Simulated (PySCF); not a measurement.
**C₄H₂BClF₂: geometry, spin-spin couplings**

What spin-spin couplings should C₄H₂BClF₂ (`FB(F)C1=CC/1=C\Cl`) show?

Computed with PySCF 2.14.0, with density-fitted response routines of our own, on a single molecule in the gas phase. Atoms count from 0, in the outputs and in this text.

## 1. The molecule as given

10 atoms, charge 0, multiplicity 1; geometry from: GFN2-xTB. The atoms were then displaced at random by about 0.01 Å, so the start is not that level's minimum.

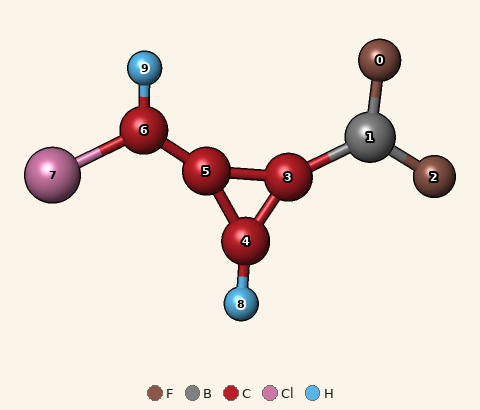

As it starts; fluorine brown, boron grey, carbon red, chlorine pink, hydrogen blue, atoms numbered.

## 2. Geometry optimisation at PBE0-D3(BJ)/def2-SVP

What the job is given:

```
{"job": {"xc": "PBE0", "basis": "def2-SVP", "d3": "d3bj", "grid": 1, "shake": 0.01, "kind": "geom"}, "charge": 0, "multiplicity": 1}
F     -2.104990    -1.799090    -0.543030
B     -1.994070    -0.468700    -0.520090
F     -3.103260     0.213150    -0.810710
C     -0.639370     0.227020    -0.182960
C      0.040170     1.334530    -0.005780
C      0.746890     0.119920     0.188400
C      1.831070    -0.587200     0.471920
Cl     3.343390     0.191930     0.857810
H      0.074250     2.410120     0.030190
H      1.856370    -1.662600     0.493200
```

On the command line:

```
> OMP_NUM_THREADS=1 python probes_run.py task.json out
```

This one command runs all jobs of the session in turn.

What it wrote:

```text
step   0  E = -837.40091292  max force = 0.031543
step   1  E = -837.40244766  max force = 0.007691
step   2  E = -837.40266988  max force = 0.002875
step   3  E = -837.40279398  max force = 0.004609
step   4  E = -837.40291937  max force = 0.003709
step   5  E = -837.40296899  max force = 0.002481
step   6  E = -837.40301050  max force = 0.001727
step   7  E = -837.40302872  max force = 0.000499
step   8  E = -837.40303206  max force = 0.000725
step   9  E = -837.40301110  max force = 0.002498
step  10  E = -837.40302051  max force = 0.002027
step  11  E = -837.40302945  max force = 0.000889
step  12  E = -837.40303580  max force = 0.000388
optimisation converged
```

Run time: 78 s. Hardware: 1 thread of Arm Neoverse V1, shared host; peak memory 0.51 GiB.

Step by step:

```tsv
step	energy from step 0 (eV)	largest force component (eV/Å)
0	0.0000	1.6220
1	-0.0418	0.3955
2	-0.0478	0.1478
3	-0.0512	0.2370
4	-0.0546	0.1907
5	-0.0559	0.1276
6	-0.0571	0.0888
7	-0.0576	0.0257
8	-0.0577	0.0373
9	-0.0571	0.1285
10	-0.0574	0.1042
11	-0.0576	0.0457
12	-0.0578	0.0200
```

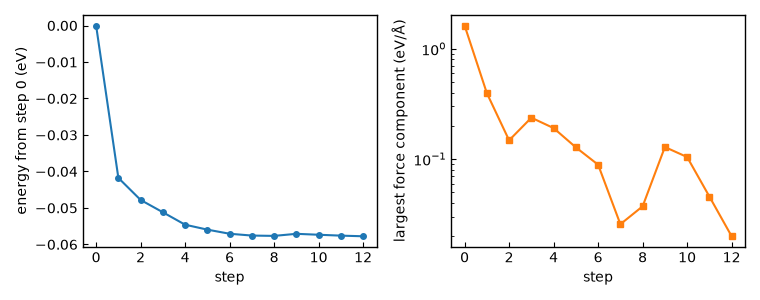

Energy and force, step by step.

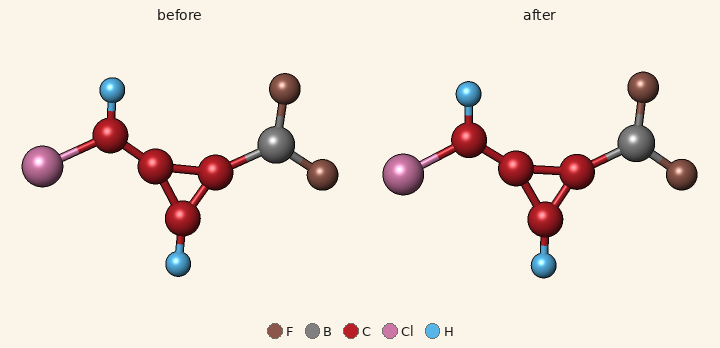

Before and after, at one scale.

Close pairs (by a distance rule), those that changed most:

```tsv
bond	before (Å)	after (Å)	change (Å)
F0–B1	1.335	1.315	-0.021
C3–C4	1.311	1.331	+0.019
B1–F2	1.334	1.316	-0.018
B1–C3	1.560	1.543	-0.017
C3–C5	1.439	1.455	+0.016
C6–H9	1.076	1.090	+0.014
C4–H8	1.077	1.089	+0.012
C6–Cl7	1.744	1.736	-0.009
```

The next job starts from the end point, and lists it.

```tsv
at the end point	value
point group (found at 0.08 Å tolerance)	C1
rotational constants (GHz, main isotopes)	5.683, 0.621, 0.560
dipole moment (D)	1.86
```

## 3. Indirect couplings: B3LYP/cc-pVTZ

What the job is given:

```
{"job": {"kind": "j", "xc": "B3LYP", "basis": "cc-pVTZ"}, "charge": 0, "multiplicity": 1}
F     -2.048609    -1.846348    -0.675104
B     -1.981185    -0.539167    -0.554056
F     -3.075066     0.160493    -0.765593
C     -0.662668     0.167795    -0.177456
C     -0.010280     1.311925     0.011846
C      0.741359     0.122178     0.202800
C      1.863126    -0.520625     0.504034
Cl     3.320396     0.328923     0.913112
H     -0.043421     2.400488     0.008022
H      1.946676    -1.607146     0.511231
```

Level: B3LYP/cc-pVTZ indirect spin-spin coupling, non-relativistic, gas phase.

What it wrote:

```text
coarse grid: 10472 points
cycle   1  E = -838.4684916724  dE =  1.316e+00  |g| = 7.156e-01  |ddm| = 7.197e+00
cycle   2  E = -838.3710256438  dE =  9.747e-02  |g| = 1.117e+00  |ddm| = 2.320e+00
cycle   3  E = -838.5532743264  dE = -1.822e-01  |g| = 9.020e-02  |ddm| = 1.283e+00
cycle   4  E = -838.5543822245  dE = -1.108e-03  |g| = 5.827e-02  |ddm| = 2.169e-01
cycle   5  E = -838.5551089409  dE = -7.267e-04  |g| = 2.200e-02  |ddm| = 1.099e-01
cycle   6  E = -838.5552316952  dE = -1.228e-04  |g| = 2.523e-03  |ddm| = 3.778e-02
cycle   7  E = -838.5552327892  dE = -1.094e-06  |g| = 1.563e-03  |ddm| = 6.760e-03
final grid: 101744 points
cycle   8  E = -838.5578667787  dE = -1.177e-04  |g| = 6.411e-03  |ddm| = 9.769e-02
cycle   9  E = -838.5578549008  dE =  1.188e-05  |g| = 9.261e-03  |ddm| = 2.513e-02
cycle  10  E = -838.5578756258  dE = -2.073e-05  |g| = 1.522e-03  |ddm| = 1.589e-02
cycle  11  E = -838.5578760969  dE = -4.711e-07  |g| = 5.287e-04  |ddm| = 2.839e-03
cycle  12  E = -838.5578761562  dE = -5.936e-08  |g| = 2.277e-04  |ddm| = 1.036e-03
cycle  13  E = -838.5578761680  dE = -1.172e-08  |g| = 4.497e-05  |ddm| = 3.659e-04
cycle  14  E = -838.5578761684  dE = -4.086e-10  |g| = 1.933e-05  |ddm| = 9.286e-05
converged SCF energy = -838.5578761684

Indirect spin-spin couplings (Hz)
  i      j    bonds     total        FC       PSO       DSO        SD
  0 F    1 B    1   -132.444   -83.970   -49.020     0.973    -0.427
  0 F    2 F    2   -233.596     7.399  -241.515    -1.092     1.612
  0 F    3 C    2     61.336    63.995    -1.224     0.051    -1.486
  0 F    4 C    3     20.750     5.261     8.795    -0.319     7.013
  0 F    5 C    3     -1.644    -1.038     0.405    -0.026    -0.985
  0 F    6 C    4      2.279     0.403    -0.310    -0.001     2.187
  0 F    8 H    4      1.124    -0.565     2.509    -1.232     0.412
  0 F    9 H    5     -0.406    -0.246    -0.529     0.333     0.036
  1 B    2 F    1   -132.555   -84.224   -48.665     0.975    -0.641
  1 B    3 C    1    136.578   137.449    -1.263     0.438    -0.046
  1 B    4 C    2      1.751     0.087     0.782    -0.028     0.911
  1 B    5 C    2      2.022     2.205    -0.141     0.009    -0.051
  1 B    6 C    3     -1.431    -1.619    -0.161    -0.007     0.356
  1 B    8 H    3      1.694     1.482     0.393    -0.216     0.036
  1 B    9 H    4      1.420     1.466    -0.047     0.031    -0.030
  2 F    3 C    2     57.734    60.281    -0.573     0.046    -2.020
  2 F    4 C    3      5.016     0.421     0.205    -0.092     4.482
  2 F    5 C    3      5.442     6.240    -0.096    -0.237    -0.464
  2 F    6 C    4      2.577     0.145    -0.135    -0.180     2.747
  2 F    8 H    4      1.537     1.622     0.184    -0.338     0.069
  3 C    4 C    1     55.996    63.796    -7.979     0.179         -
  3 C    5 C    1     29.388    31.126    -1.967     0.229         -
  3 C    6 C    2      1.164     2.249    -1.026    -0.058         -
  3 C    8 H    2      0.321     1.195    -0.153    -0.720         -
  3 C    9 H    3      2.143     2.175     0.091    -0.123         -
  4 C    5 C    1     41.066    43.687    -2.828     0.207         -
  4 C    6 C    2     -5.415    -4.409    -0.928    -0.078         -
  4 C    8 H    1    227.578   228.216    -1.375     0.736         -
  4 C    9 H    3      8.375     8.825     0.033    -0.482         -
  5 C    6 C    1    151.332   157.545    -6.486     0.273         -
  5 C    8 H    2     -0.336    -0.222     0.474    -0.587         -
  5 C    9 H    2     10.588    11.576    -0.702    -0.287         -
  6 C    8 H    3      0.674     0.959     0.050    -0.335         -
  6 C    9 H    1    196.981   195.846     0.167     0.967         -
  8 H    9 H    4      0.162     0.537     1.393    -1.768         -
```

Wall time 1.9 min (1 thread of Arm Neoverse V1, shared host); peak memory 1 GiB.

The basis is not made for couplings: without tight functions at the nuclei these values are rough.

Couplings of 1 Hz or more, nine at most for each number of bonds, with means over like pairs (isotopes 11B, 13C, 19F, 1H):

```tsv
pair	bonds	J (Hz)	Fermi contact (Hz)	dihedral (°)
C4–H8	1	227.6	228.2	–
C6–H9	1	197.0	195.8	–
C5–C6	1	151.3	157.5	–
B1–C3	1	136.6	137.4	–
F0–B1	1	-132.5	-84.1	–
C3–C4	1	56.0	63.8	–
C4–C5	1	41.1	43.7	–
C3–C5	1	29.4	31.1	–
F0–F2	2	-233.6	7.4	–
F0–C3	2	59.5	62.1	–
C5–H9	2	10.6	11.6	–
C4–C6	2	-5.4	-4.4	–
B1–C5	2	2.0	2.2	–
B1–C4	2	1.8	0.1	–
C3–C6	2	1.2	2.2	–
F0–C4	3	12.9	2.8	–
C4–H9	3	8.4	8.8	-180
C3–H9	3	2.1	2.2	1
F0–C5	3	1.9	2.6	–
B1–H8	3	1.7	1.5	0
B1–C6	3	-1.4	-1.6	-1
F0–C6	4	2.4	0.3	–
B1–H9	4	1.4	1.5	–
F0–H8	4	1.3	0.5	–
```

The spin-dipole term was solved for some atoms only; pairs without it lack that part.

The response was solved for the nuclei of B, C, F, H alone, so couplings that need other nuclei can be missing.

Quadrupole couplings from the field gradients of the same density:

```tsv
atom	isotope	eQq/h (MHz)	η
Cl7	35Cl	-69.5	0.05
B1	11B	3.226	0.42
```

## 4. J couplings: B3LYP/6-31G*

Same as in step 3 but for these lines:

```diff
@@ -1,2 +1,2 @@
-{"job": {"kind": "j", "xc": "B3LYP", "basis": "cc-pVTZ"}, "charge": 0, "multiplicity": 1}
+{"job": {"kind": "j", "xc": "B3LYP", "basis": "6-31G*"}, "charge": 0, "multiplicity": 1}
 F     -2.048609    -1.846348    -0.675104
```

Method: B3LYP/6-31G* indirect spin-spin coupling, non-relativistic, gas phase.

What it wrote:

```text
coarse grid: 10472 points
cycle   1  E = -838.3151404920  dE =  1.332e+00  |g| = 7.105e-01  |ddm| = 3.680e+00
cycle   2  E = -838.2238257538  dE =  9.131e-02  |g| = 1.059e+00  |ddm| = 1.271e+00
cycle   3  E = -838.4055119551  dE = -1.817e-01  |g| = 8.792e-02  |ddm| = 7.444e-01
cycle   4  E = -838.4068312609  dE = -1.319e-03  |g| = 5.125e-02  |ddm| = 1.461e-01
cycle   5  E = -838.4074494543  dE = -6.182e-04  |g| = 1.673e-02  |ddm| = 6.474e-02
cycle   6  E = -838.4075259203  dE = -7.647e-05  |g| = 2.609e-03  |ddm| = 1.986e-02
cycle   7  E = -838.4075273858  dE = -1.465e-06  |g| = 1.270e-03  |ddm| = 4.145e-03
final grid: 101744 points
cycle   8  E = -838.3609917141  dE = -2.474e-05  |g| = 5.225e-03  |ddm| = 2.327e-02
cycle   9  E = -838.3609839230  dE =  7.791e-06  |g| = 7.472e-03  |ddm| = 1.445e-02
cycle  10  E = -838.3609991840  dE = -1.526e-05  |g| = 1.180e-03  |ddm| = 9.052e-03
cycle  11  E = -838.3609995195  dE = -3.355e-07  |g| = 2.217e-04  |ddm| = 1.231e-03
cycle  12  E = -838.3609995291  dE = -9.525e-09  |g| = 1.187e-04  |ddm| = 3.437e-04
cycle  13  E = -838.3609995322  dE = -3.182e-09  |g| = 3.311e-05  |ddm| = 1.325e-04
cycle  14  E = -838.3609995325  dE = -2.588e-10  |g| = 1.201e-05  |ddm| = 5.319e-05
converged SCF energy = -838.3609995325

Indirect spin-spin couplings (Hz)
  i      j    bonds     total        FC       PSO       DSO        SD
  0 F    1 B    1    -16.570    24.045   -40.812     1.113    -0.916
  0 F    2 F    2   -137.796    94.591  -233.831    -0.902     2.347
  0 F    3 C    2     50.499    52.705    -0.923     0.072    -1.355
  0 F    4 C    3     23.309     9.574     7.863    -0.311     6.182
  0 F    5 C    3     -2.861    -2.316     0.375    -0.018    -0.902
  0 F    6 C    4      4.041     2.282    -0.240     0.000     1.998
  0 F    8 H    4     -0.381    -1.510     2.073    -1.198     0.255
  0 F    9 H    5     -0.833    -0.770    -0.377     0.337    -0.023
  1 B    2 F    1    -22.971    17.540   -40.564     1.113    -1.061
  1 B    3 C    1    152.336   152.982    -1.070     0.441    -0.017
  1 B    4 C    2      1.549     0.187     0.644    -0.028     0.746
  1 B    5 C    2      1.776     1.930    -0.127     0.010    -0.037
  1 B    6 C    3     -1.157    -1.295    -0.142    -0.007     0.287
  1 B    8 H    3      0.692     0.607     0.291    -0.210     0.005
  1 B    9 H    4      1.033     1.083    -0.046     0.033    -0.037
  2 F    3 C    2     49.738    51.605    -0.207     0.065    -1.725
  2 F    4 C    3      6.328     2.223     0.263    -0.086     3.928
  2 F    5 C    3      5.111     5.811    -0.123    -0.227    -0.349
  2 F    6 C    4      3.746     1.798    -0.166    -0.176     2.291
  2 F    8 H    4      0.909     1.126     0.123    -0.315    -0.025
  2 F    9 H    5     -0.644    -0.031     0.108    -0.638    -0.082
  3 C    4 C    1     46.205    53.333    -7.311     0.184         -
  3 C    5 C    1     29.148    30.499    -1.588     0.237         -
  3 C    6 C    2      4.871     5.862    -0.933    -0.059         -
  3 C    8 H    2     -2.993    -1.833    -0.455    -0.704         -
  3 C    9 H    3      0.281     0.378     0.020    -0.117         -
  4 C    5 C    1     38.846    41.030    -2.397     0.214         -
  4 C    6 C    2     -7.509    -6.599    -0.831    -0.079         -
  4 C    8 H    1    218.512   219.350    -1.672     0.834         -
  4 C    9 H    3      8.243     8.761    -0.040    -0.477         -
  5 C    6 C    1    128.150   133.854    -5.977     0.273         -
  5 C    8 H    2      0.334     0.684     0.219    -0.569         -
  5 C    9 H    2      6.528     7.547    -0.744    -0.276         -
  6 C    8 H    3      0.899     1.237    -0.008    -0.331         -
  6 C    9 H    1    209.829   208.901    -0.111     1.039         -
  8 H    9 H    4     -0.322     0.496     0.925    -1.743         -
```

Run time: 33 s. Hardware: 1 thread of Arm Neoverse V1, shared host; peak memory 0.72 GiB.

This basis has no tight s functions, so the Fermi-contact terms are rough.

In short: J(C4,H8) 218.5 Hz, J(C6,H9) 209.8 Hz, J(B1,C3) 152.3 Hz (means over like pairs).

## 5. Comparing the runs: spin-spin couplings

Couplings (Hz), each a mean over the pairs like the one named, with basis size and wall time:

```tsv
run	F0–F2	C4–H8	C6–H9	C5–C6	B1–C3	F0–B1	F0–C3	functions	time
B3LYP/cc-pVTZ	-233.6	227.6	197.0	151.3	136.6	-132.5	59.5	272	1.9 min
B3LYP/6-31G*	-137.8	218.5	209.8	128.2	152.3	-19.8	50.1	120	33 s
```

## 6. What came out

| quantity | value |
| --- | --- |
| point group | C1 |
| rotational constants (main isotopes) | 5.68, 0.62, 0.56 GHz |
| largest coupling of the table (B3LYP/cc-pVTZ) | 2J(F,F) F0–F2, -233.6 Hz |
| range of J(F0,F2), mean over like pairs | -233.6 to -137.8 Hz |

In words: Relaxing lowered the energy by 0.058 eV in 12 steps; the close pair that moved most is F0–B1, from 1.335 to 1.315 Å. No frequency check was run at this level, so the end point may be a saddle. Of the pairs tabulated at B3LYP/cc-pVTZ, F0–F2 couples most strongly (-233.6 Hz; Fermi contact 7.4 Hz). Couplings across rotatable bonds belong to this one conformer; where others are populated, the observed values are averages. Density functionals describe couplings to fluorine poorly, F–F couplings above all, so those rows are rough. The coupling F0–F2, as a mean over pairs of its kind, runs from -233.6 Hz (B3LYP/cc-pVTZ) to -137.8 Hz (B3LYP/6-31G*). Couplings from bases without tight functions are rough.
